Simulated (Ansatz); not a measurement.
# Ga2S3 (Imm2): how G0W0 depends on its starting point

How much of the starting functional survives in the G0W0 gap of Ga2S3 (Imm2)?

Program: Ansatz 0.2.0. Level of theory: G0W0 on several functionals, plane waves, PAW. Results are calculated unless marked as measured.

In doubt: masses and optical values from hybrid runs of this build are listed as unsure (step 4), which bears on the screening that GW takes from such a start.

### 1. The structure

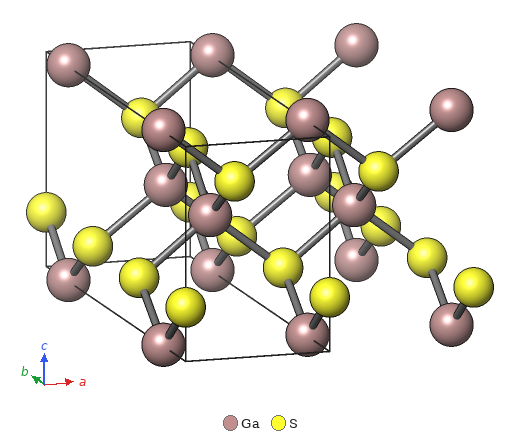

Start, viewed slightly off an axis; gallium pink, sulfur yellow. 2×1×1 cells are drawn. This picture shows the conventional cell, with its axes. Some periodic images of atoms are drawn too.

The cell and positions are those that the Materials Project relaxed with its own functionals (PBE, PBE+U or r2SCAN), kept fixed.

### 2. G0W0 on LDA

G0W0 replaces the xc potential by the self-energy, built once from these orbitals. Only a window of levels is corrected, while the sums run over the empty bands that the input names. This step takes PAW set soft_1 files.

This step: G0W0 on LDA, plane waves, PAW; PAW set soft_1.

input.yaml reads:

```yaml
crystal:
  lattice:
    - [-1.83633776, 5.57061928, 2.67305246]
    - [1.83633776, -5.57061928, 2.67305246]
    - [1.83633776, 5.57061928, -2.67305246]
  atoms:
    - { symbol: Ga, position: [0.16642079, 0.00736566, 0.15905513] }
    - { symbol: Ga, position: [0.84831053, 0.00736566, 0.84094487] }
    - { symbol: S, position: [0.90747666, 0.24172383, 0.66575283] }
    - { symbol: S, position: [0.575971, 0.24172383, 0.33424717] }
    - { symbol: S, position: [0.25182003, 0.25182003, 0.0] }
kpoints:
  mp_grid: { grid: [4, 4, 4] }
hamiltonian:
  xc: lda
  pseudopotentials: { kind: paw, azcp: { folder: soft_1 }, xc_functional: pbe }
scf:
  occupations: { method: fixed }
gw:
  n_empty_bands: 248
  ecut_chi: 100
  qp_bands: [v2, c2]
  qp_kpoints: band_edges
  screening: { model: contour_deformation }
```

On the command line:

```sh
$ ansatz run input.yaml --threads 2 --pin off --max-ram 92160MiB --backend cuda --events-out ev --progress --plain --runs-dir out --devices 1 --max-vram 13GiB
```

Numbers of over 12 decimals in the logs are rounded to 6 here.

The log of the run:

```text
GPUs: using 1 of 1 available (devices: 1).
Engine: ansatz 0.2.0, x86_64-unknown-linux-gnu
Pseudopotentials: kind: paw
Pseudopotential: Ga, paw, valence charge 13, recommended cutoff 420 eV (normal), soft_1/Ga.paw.azcp
Pseudopotential: S, paw, valence charge 6, recommended cutoff 420 eV (normal), soft_1/S.paw.azcp
Functional definition: SPW92
  exchange = slater_x
  correlation = pw_c
device memory: the entry about to start is reckoned to put 1.3 GiB on a device that reports 50.0 GiB free (of which the cap on the GPU budget leaves the run 13.0 GiB)
GPU FFT provider: cuFFT
GPU libraries: cuBLAS 13.8.2, cuFFT 12.4.0, cuSOLVER 12.3.4
Crystal: 5 atoms, lattice volume = 109.376 Å³
Basis set: ecut = 420 eV, 2133 PW (Γ)
Bands: 27, of which v1, the nominal top of the filled ones, is band 22 counted from 1 (21 counted from 0)
Symmetry: 4 space group operations
Space group: Imm2 (ITA 44), of the structure as read, at distance tolerance 4.8e-5 Å
k-points: 18 of 64 (time reversal used)
Non-local potential: Ga, projectors of the file, l = 0: 2, l = 1: 2, l = 2: 3, l = 3: 1
Non-local potential: S, projectors of the file, l = 0: 2, l = 1: 2, l = 2: 1
PAW form: soft (Blöchl's): semilocal exchange-correlation on the pseudo side does not see the compensation charge
PAW frozen core: Ga, regenerated for the run's functional, and the local potential with it (the file was generated under x = pbe(κ = 0.804, μ = 0.219515), c = pbe(β = 0.066725))
PAW frozen core: S, regenerated for the run's functional, and the local potential with it (the file was generated under x = pbe(κ = 0.804, μ = 0.219515), c = pbe(β = 0.066725))
PAW one-centre angular grid: Ga, 590 points (default); XC on 64 Gauss nodes
PAW one-centre angular grid: S, 110 points (default); XC on 64 Gauss nodes
Initial density: superposition of atomic densities (chi_scale 0.1, normalization cell, long waves kept (reshape's long-wave potential 0.05 eV rms))
Initial wavefunctions: pseudopotential atomic-orbital guess
GPU buffer pool allocated for 91125 grid points (all kernels)
GPU transforms: local potential and band sums: pruned to the plane-wave sphere, on 45×45×45
Functional: x = slater, c = lda
SCF iter   1: F=—  HF=-10026.405314 eV  |F-HF|=—  |Δ(HF+E_count)|=         —  Δρ=4.82e-2  dr2=1.66e0  ethr=3.10e-3  ⟨swp⟩=5.0  Hψ=1962  notcnv=0  defer=51
preconditioner: auto → Resta (q_TF=auto, 2.344 Å⁻¹)  ε∞=3.7  [insulator: Δε(μ)=1.680 eV  Ē_g=14.274 eV  n_scr=20 (ndim 8)  ℏωp=23.6 eV  f_vac=0.000  ε∞_Penn≈3.7]
SCF iter   2: F=—  HF=-10025.981974 eV  |F-HF|=—  |Δ(HF+E_count)|=   4.23e-1  Δρ=2.24e-2  dr2=4.01e-1  ethr=3.10e-3  ⟨swp⟩=3.0  Hψ=1063  notcnv=0  defer=52
SCF iter   3: F=—  HF=-10025.840784 eV  |F-HF|=—  |Δ(HF+E_count)|=   1.41e-1  Δρ=5.98e-3  dr2=3.20e-2  ethr=9.11e-4  ⟨swp⟩=2.2  Hψ=915  notcnv=0  defer=52
SCF iter   4: F=—  HF=-10025.817037 eV  |F-HF|=—  |Δ(HF+E_count)|=   2.37e-2  Δρ=1.97e-3  dr2=4.27e-3  ethr=7.28e-5  ⟨swp⟩=2.9  Hψ=925  notcnv=0  defer=53
SCF iter   5: F=—  HF=-10025.817623 eV  |F-HF|=—  |Δ(HF+E_count)|=   5.85e-4  Δρ=7.11e-4  dr2=6.53e-4  ethr=9.70e-6  ⟨swp⟩=2.1  Hψ=901  notcnv=0  defer=54
SCF iter   6: F=—  HF=-10025.817650 eV  |F-HF|=—  |Δ(HF+E_count)|=   2.74e-5  Δρ=1.51e-4  dr2=3.90e-5  ethr=1.48e-6  ⟨swp⟩=2.3  Hψ=706  notcnv=0  defer=54
SCF iter   7: F=—  HF=-10025.817659 eV  |F-HF|=—  |Δ(HF+E_count)|=   8.62e-6  Δρ=5.71e-5  dr2=4.44e-6  ethr=8.87e-8  ⟨swp⟩=2.3  Hψ=725  notcnv=0  defer=48
SCF iter   8: F=—  HF=-10025.817659 eV  |F-HF|=—  |Δ(HF+E_count)|=   2.10e-7  Δρ=1.74e-5  dr2=4.73e-7  ethr=1.01e-8  ⟨swp⟩=2.0  Hψ=661  notcnv=0  defer=48
SCF iter   9: F=-10025.817659 eV  HF=-10025.817659 eV  |F-HF|=1.18e-8  |Δ(HF+E_count)|=   1.18e-7  Δρ=4.45e-6  dr2=3.27e-8  ethr=2.27e-10  ⟨swp⟩=10.6  Hψ=2349  notcnv=0
SCF 1 converged in 9 iterations: F = -10025.817659 eV  dr2 = 3.27e-8
  greatest PAW one-centre occupation: 0.995 electrons in one spin orbital (limit 2), on the Ga atom at site 0 (counted from 0), in its partial waves of l = 2
device memory: the entry about to start is reckoned to put 1.4 GiB (of the 1.5 GiB reckoned in all, the device holds 0.1 GiB already) on a device that reports 50.0 GiB free (of which the cap on the GPU budget leaves the run 12.9 GiB)
NSCF: frozen V_eff on 18 k-points, pencils in batches of 32, up to order 108
the band table was solved once the SCF had ended and its energy, with any forces and stress, was formed, with the checks that follow a solve (2238 applications of the Hamiltonian). They found nothing against the state; the energy, forces and stress were not computed again (output.eigenvalues in the input reference)
device memory: the entry about to start is reckoned to put 3.3 GiB on a device that reports 50.0 GiB free (of which the cap on the GPU budget leaves the run 13.0 GiB)
NSCF: frozen V_eff on 18 k-points
G₀W₀ screening: q 1/18
[... further progress lines ...]
device memory: the entry about to start is reckoned to put 0.7 GiB on a device that reports 44.4 GiB free (of which the cap on the GPU budget leaves the run 13.0 GiB)
NSCF: frozen V_eff on 1 k-points
device memory: the entry about to start is reckoned to put 0.7 GiB on a device that reports 44.4 GiB free (of which the cap on the GPU budget leaves the run 13.0 GiB)
NSCF: frozen V_eff on 1 k-points
device memory: the entry about to start is reckoned to put 0.7 GiB on a device that reports 44.4 GiB free (of which the cap on the GPU budget leaves the run 13.0 GiB)
NSCF: frozen V_eff on 1 k-points
SCF converged after 9 iterations
Free energy (F): -10025.817659 eV
Harris-Foulkes:  -10025.817659 eV  (|F-HF|=1.18e-8)
Internal energy: -10025.817659 eV  (E = F + TS)
E sigma→0 (E₀):  -10025.817659 eV
Fermi energy:    5.509839 eV
--- Per-component energies (eV) ---
  E_band       = -200.734203
  E_kinetic    = 540.528212
  E_local      = -4060.316118  (includes V_loc(G=0)·N_el)
  E_nonlocal   = -73.004626
  E_hartree    = 2304.887803
  E_xc         = -388.845057
  E_vxc        = -359.366366  (∫ρ·V_xc dr)
  E_paw        = -5566.016089  (= ΣΔE_a)
  E_vpaw       = -858.349661  (= ΣTr[D̂ρ^β])
  E_aug_tail   = -0.000422  (compensation charges beyond the density's cutoff)
  E_ewald      = -2786.967918
  E_core_change = 3.916556  (= ΣΔE_core)
  E_smearing   = -0.000000  (= −TS)
  E_closure    = 0.000000  (closes the sum)
  Σ components = -10025.817659   (vs F -10025.817659, Δ=0.00e0)
--- Band table (eV; the first three rows and the last of 18) ---
  k-point 0: bands = [... 18 lower, 3.2905, 4.4218, 4.4980, 5.3788, 6.7587, 7.9377, 9.4786, 10.5210, ... 1 higher]
  k-point 1: bands = [... 18 lower, 2.5363, 3.6329, 3.9167, 4.3308, 8.1935, 9.1559, 9.4922, 9.7085, ... 1 higher]
  k-point 2: bands = [... 18 lower, 2.9359, 2.9545, 3.3958, 3.6351, 7.7277, 7.8402, 8.6865, 9.3800, ... 1 higher]
  k-point 17: bands = [... 18 lower, 3.2690, 3.4788, 3.5553, 5.5098, 7.5066, 7.7481, 7.8126, 10.2466, ... 1 higher]
--- G₀W₀: contour deformation, 7 samples at zero and on the imaginary axis and 1 off it, 64 q-points, 248 empty bands' worth ---
  eigenvalues of the whole cell's RPA ε∞ on this k-mesh (on a slab, of 1 + 4πα/V) = 5.9395, 6.1795, 7.2845; static W/v taken at q = 0 is 0.150572
  gw.qp_kpoints: band_edges: 10 of 18 stored k-points solved, in 1 pass; an edge of the gap read off the rows below is read off those points alone
    valence top: of the k-points left out ik 3 came nearest to being solved in a further pass, in band 22 (counted from 1, as in the quasiparticle table): it holds the edge there only if its correction is more favourable than any solved in that band by at least 0.898 eV; those differ by 0.020 eV
    conduction bottom: of the k-points left out ik 3 came nearest to being solved in a further pass, in band 23 (counted from 1, as in the quasiparticle table): it holds the edge there only if its correction is more favourable than any solved in that band by at least 0.788 eV; those differ by 0.322 eV
    ik  band        ε_KS         Σx   Σc(E_QP)       V_xc       Z   E_QP_lin       E_QP  E_QP is
     0    21      4.4980   -19.0445     1.9889   -16.5473  0.7529     3.9852     3.9897  root
     0    22      5.3788   -18.6890     2.3570   -15.7460  0.7428     4.7859     4.7928  root
     0    23      6.7587   -10.2393    -3.7738   -14.8055  0.7835     7.5606     7.5511  root
     0    24      7.9377    -8.1776    -4.2387   -13.1679  0.7841     8.6997     8.6893  root
     2    21      3.3958   -17.9781     2.5614   -14.8254  0.7381     2.7963     2.8045  root
     2    22      3.6351   -17.5981     2.6344   -14.3577  0.7275     3.0170     3.0292  root
     2    23      7.7277    -6.7332    -3.7944   -11.0600  0.7982     8.2643     8.2601  root
     2    24      7.8402    -9.0843    -3.9639   -13.8655  0.7815     8.6692     8.6575  root
     4    21      3.6737   -18.0984     2.4973   -15.0088  0.7374     3.0727     3.0815  root
     4    22      3.8536   -17.9800     2.5328   -14.8451  0.7345     3.2414     3.2515  root
     4    23      7.9802    -8.8514    -3.9843   -13.5919  0.7825     8.7463     8.7364  root
     4    24      8.1253    -9.9917    -4.0543   -14.8981  0.7748     8.9910     8.9775  root
     6    21      4.1574   -18.7812     2.1017   -16.1586  0.7515     3.6317     3.6365  root
     6    22      5.2907   -18.5115     2.4181   -15.4963  0.7410     4.6862     4.6937  root
     6    23      7.5975   -10.8780    -3.9155   -15.6133  0.7729     8.4290     8.4173  root
     6    24      7.8930    -8.8493    -4.2131   -13.8586  0.7808     8.7010     8.6891  root
     7    21      3.9124   -18.5814     2.3145   -15.7057  0.7473     3.3451     3.3512  root
     7    22      4.2148   -18.3364     2.4684   -15.2655  0.7378     3.6034     3.6123  root
     7    23      7.5555    -9.6450    -3.9178   -14.3953  0.7817     8.3996     8.3880  root
     7    24      8.5476    -9.7967    -4.2469   -14.8884  0.7708     9.4071     9.3924  root
     9    21      3.8988   -18.5256     2.2150   -15.7849  0.7466     3.3680     3.3731  root
     9    22      5.2610   -18.4990     2.4630   -15.4314  0.7401     4.6487     4.6565  root
     9    23      7.2804    -9.6280    -3.9816   -14.4491  0.7829     8.1319     8.1199  root
     9    24      8.0056   -10.0784    -4.1560   -15.0761  0.7727     8.8608     8.8472  root
[...]
14    21      4.1443   -18.6000     2.0789   -15.9972  0.7501     3.6155     3.6206  root
    14    22      5.4417   -18.7486     2.3712   -15.7890  0.7427     4.8463     4.8533  root
    14    23      7.3195   -10.3824    -3.9134   -15.1105  0.7779     8.1452     8.1340  root
    14    24      7.7703    -8.2082    -4.1387   -13.0720  0.7855     8.5046     8.4953  root
    17    21      3.5553   -19.2705     2.1360   -16.6294  0.7558     3.0457     3.0502  root
    17    22      5.5098   -18.8299     2.3881   -15.8507  0.7427     4.9116     4.9187  root
    17    23      7.5066    -7.2647    -4.0029   -11.8986  0.7934     8.1441     8.1376  root
    17    24      7.7481   -10.5675    -4.1878   -15.6530  0.7717     8.6614     8.6457  root
```

Run time: 22 s. Hardware: 1 × NVIDIA H100 80GB HBM3 (shared by 6 runs) with 2 threads of AMD EPYC 7R13 (Zen 3), shared host; peak memory 1.4 GiB.

In the SCF lines HF is the Harris–Foulkes energy and dr2 the Hartree energy of the density residual, in eV; the loop may stop once dr2 is under the threshold and the program's other checks hold. Hψ counts applications of the Hamiltonian.

Numbers from this step:

| Property | Result |
| --- | --- |
| bands summed | 270 |
| RPA ε∞ on this mesh (eigenvalues) | 5.940, 6.179, 7.284 |
| plane waves in the screening matrix | 239 |
| q-points in the mesh | 64 |
| G0W0 gap on the mesh | 2.632 eV |
| k of the valence top | -0.5, -0.5, -0.5 |
| k of the conduction bottom | 0, 0, 0 |
| starting gap on the mesh | 1.249 eV |
| Z at the valence top | 0.7427 |
| Z at the conduction bottom | 0.7835 |
| least direct G0W0 gap on the computed points | 2.758 eV |

The gap on the mesh goes from 1.25 eV to 2.63 eV, a correction of +1.38 eV. Between the two edge states, bare exchange in place of the xc potential would open the gap by 7.55 eV, and correlation takes back 6.16 eV.

### 3. G0W0 on r2SCAN

One-shot GW remembers its start. Another functional's orbitals and levels show by how much.

This step: G0W0 on r2SCAN, plane waves, PAW; PAW set soft_1.

input.yaml, as its differences from that of step 2:

```diff
@@ -14,4 +14,4 @@
 hamiltonian:
-  xc: lda
-  pseudopotentials: { kind: paw, azcp: { folder: soft_1 }, xc_functional: pbe }
+  xc: r2scan
+  pseudopotentials: { kind: paw, azcp: { folder: soft_1 } }
 scf:
```

The log of the run:

```text
GPUs: using 1 of 1 available (devices: 1).
[...]
GPU FFT provider: cuFFT
GPU libraries: cuBLAS 13.8.2, cuFFT 12.4.0, cuSOLVER 12.3.4
Crystal: 5 atoms, lattice volume = 109.376 Å³
Basis set: ecut = 500 eV, 2767 PW (Γ), exchange–correlation on 192×192×192 points (64 copies of the dense FFT grid, shifted against one another)
Bands: 27, of which v1, the nominal top of the filled ones, is band 22 counted from 1 (21 counted from 0)
Symmetry: 4 space group operations
[...]
k-points: 18 of 64 (time reversal used)
[...]
GPU buffer pool allocated for 110592 grid points (all kernels)
[...]
SCF iter   1: F=—  HF=-10302.352269 eV  |F-HF|=—  |Δ(HF+E_count)|=         —  Δρ=5.69e-2  dr2=1.94e0  dr2_τ=4.77e-2  ethr=3.10e-3  ⟨swp⟩=5.0  Hψ=1965  notcnv=0  defer=48
[...]
SCF iter   9: F=-10302.011969 eV  HF=-10302.011969 eV  |F-HF|=7.15e-9  |Δ(HF+E_count)|=   1.59e-8  Δρ=3.62e-6  dr2=2.10e-8  dr2_τ=8.57e-10  ethr=2.27e-10  ⟨swp⟩=10.9  Hψ=2399  notcnv=0
SCF 1 converged in 9 iterations: F = -10302.011969 eV  dr2 = 2.10e-8
[...]
NSCF: frozen V_eff on 18 k-points, pencils in batches of 32, up to order 108
[...]
NSCF: frozen V_eff on 18 k-points
G₀W₀ screening: q 1/18
[... further progress lines ...]
[...]
SCF converged after 9 iterations
Free energy (F): -10302.011969 eV
[...]
Internal energy: -10302.011969 eV  (E = F + TS)
E sigma→0 (E₀):  -10302.011969 eV
Fermi energy:    5.496639 eV
[...]
--- Band table (eV; the first three rows and the last of 18) ---
  k-point 0: bands = [... 18 lower, 3.2004, 4.3628, 4.4530, 5.3661, 7.4623, 8.4885, 10.0625, 11.0709, ... 1 higher]
  k-point 1: bands = [... 18 lower, 2.4933, 3.6155, 3.8936, 4.3124, 8.7811, 9.7015, 10.0731, 10.2683, ... 1 higher]
  k-point 2: bands = [... 18 lower, 2.9239, 2.9295, 3.3318, 3.6165, 8.2540, 8.3752, 9.2307, 9.9238, ... 1 higher]
  k-point 17: bands = [... 18 lower, 3.2540, 3.4388, 3.4624, 5.4966, 8.0547, 8.3528, 8.3650, 10.7790, ... 1 higher]
[...]
0    21      4.4530   -19.1391     2.0090   -16.6211  0.7725     3.9409     3.9440  root
     0    22      5.3661   -18.7332     2.3203   -15.8228  0.7635     4.7709     4.7760  root
     0    23      7.4623    -9.9499    -3.7217   -14.1307  0.8011     7.9233     7.9213  root
     0    24      8.4885    -7.9653    -4.0310   -12.4764  0.8023     8.9712     8.9686  root
     2    21      3.3318   -18.0930     2.5178   -14.9667  0.7589     2.7173     2.7234  root
     2    22      3.6165   -17.7172     2.5928   -14.4761  0.7500     2.9613     2.9682  root
     2    23      8.2540    -6.5497    -3.6226   -10.4358  0.8149     8.5182     8.5175  root
     2    24      8.3752    -8.9042    -3.7990   -13.3163  0.7997     8.9924     8.9884  root
[...]
17    21      3.4624   -19.3616     2.1262   -16.7310  0.7749     2.9548     2.9579  root
    17    22      5.4966   -18.8657     2.3428   -15.9339  0.7634     4.9026     4.9077  root
    17    23      8.0547    -7.0422    -3.8131   -11.1992  0.8107     8.3999     8.3986  root
    17    24      8.3528    -8.5001    -3.7710   -12.8143  0.8034     8.8991     8.8960  root
```

Wall time 25 s (1 × NVIDIA H100 80GB HBM3 (shared by 6 runs) with 2 threads); peak memory 1.7 GiB; 39 s of CPU time.

Numbers from this step:

```
bands summed                                 : 270
RPA ε∞ on this mesh (eigenvalues)            : 4.929, 5.154, 5.646
plane waves in the screening matrix          : 239
q-points in the mesh                         : 64
G0W0 gap on the mesh                         : 3.014 eV
k of the valence top                         : -0.5, -0.5, -0.5
k of the conduction bottom                   : 0, 0, 0
starting gap on the mesh                     : 1.966 eV
Z at the valence top                         : 0.7634
Z at the conduction bottom                   : 0.8011
least direct G0W0 gap on the computed points : 3.145 eV
```

Against the run with 4×4×4 mesh, 248 empty bands, screening to 100 eV, PAW set soft_1 files on LDA, the gap moves by +0.38 eV, while the start moved by +0.72 eV.

### 4. G0W0 on HSE06

This step: G0W0 on HSE06, plane waves, PAW; PAW set soft_1.

input.yaml, as its differences from that of step 3:

```diff
@@ -14,3 +14,3 @@
 hamiltonian:
-  xc: r2scan
+  xc: hse06
   pseudopotentials: { kind: paw, azcp: { folder: soft_1 } }
```

The log of the run:

```text
GPUs: using 1 of 1 available (devices: 1).
[...]
davidson cushion auto → on  (no smearing: the cushion is to keep the highest requested band from converging to the state above it; pin scf.eigensolver.cushion to override)
[...]
GPU FFT provider: cuFFT
GPU libraries: cuBLAS 13.8.2, cuFFT 12.4.0, cuSOLVER 12.3.4
Crystal: 5 atoms, lattice volume = 109.376 Å³
Basis set: ecut = 420 eV, 2133 PW (Γ)
[...]
2    23      8.4570    -6.3226    -3.5473   -10.0069  0.8284     8.5941     8.5939  root
     2    24      8.7040    -8.5893    -3.6974   -12.6866  0.8155     9.1052     9.1039  root
[...]
17    21      3.0906   -19.2126     1.9741   -16.9560  0.7917     2.8073     2.8081  root
    17    22      5.0699   -18.8488     2.1708   -16.3639  0.7818     4.7547     4.7558  root
    17    23      8.2714    -6.6134    -3.6890   -10.4837  0.8259     8.4530     8.4527  root
    17    24      8.6585    -8.4300    -3.7080   -12.5119  0.8172     9.0337     9.0325  root
[key lines of the parts left out:]
Free energy (F): -10278.346098 eV
Fermi energy:    5.069870 eV
```

The job ended after 70 s (1 × NVIDIA H100 80GB HBM3 (shared by 6 runs) with 2 threads; peak memory 1.8 GiB).

Numbers from this step:

```
bands summed                                 : 270
RPA ε∞ on this mesh (eigenvalues)            : 4.422, 4.591, 4.954
plane waves in the screening matrix          : 239
G0W0 gap on the mesh                         : 3.261 eV
k of the valence top                         : -0.5, -0.5, -0.5
k of the conduction bottom                   : 0, 0, 0
starting gap on the mesh                     : 2.604 eV
least direct G0W0 gap on the computed points : 3.391 eV
```

Against the run with 4×4×4 mesh, 248 empty bands, screening to 100 eV, PAW set soft_1 files on r2SCAN, the gap moves by +0.25 eV, while the start moved by +0.64 eV.

(Part 1 of 2 ends here.)

[Paths, hosts, dates, memory and timing lines, banners, echoed tables and standing remarks are left out of the program output.]

[Logs are printed without paths, hosts, clocks, repeated set-up lines and the standing remarks that a program may print on its own settings, such as how far it seeks lower states.]

[Runs of the session that timed out or met a known fault of the program may be left out.]

[Cells called generated may have been cut or substituted from an entry of the Crystallography Open Database or the Materials Project.]

[Hosts, paths, dates, database ids (printed as entryN), source tags and the programs' standing remarks are cut or masked in the printed files.]
